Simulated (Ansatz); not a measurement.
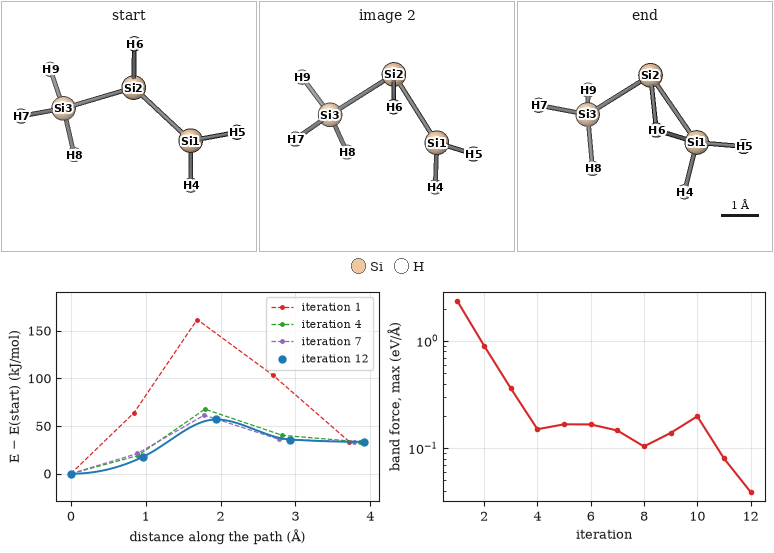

NEB run on Si3H6. Images are numbered from 0 (start) to 4 (end). The plot follows the band through its iterations. The picture is a ball-and-stick view, seen at a tilt.

All numbers below come from Ansatz 0.2.0, RKS PBE0-D4/def2-SVP. Run with 3 movable images; climbing image; force threshold 0.05 eV/Å; iteration limit 60; starting path through a guess of the saddle point.

> How did the profile develop, and is the result final?

The run is converged, with reservations. The band converged in 12 iterations. The largest component of the band force went from 2.3 to 0.039 eV/Å. The climbing image converged on the top of the path. Its curvatures weren't checked. So few images resolve the path coarsely. The first iteration put the highest image at 161.8 kJ/mol. The highest point, image 2, lies 56.9 kJ/mol above the start and 23.5 kJ/mol above the end; the end is at +33.5 kJ/mol relative to the start.

Cost: 59 s on 2 threads of Arm Neoverse V1, with other jobs on the host, peak memory 0.16 GiB.
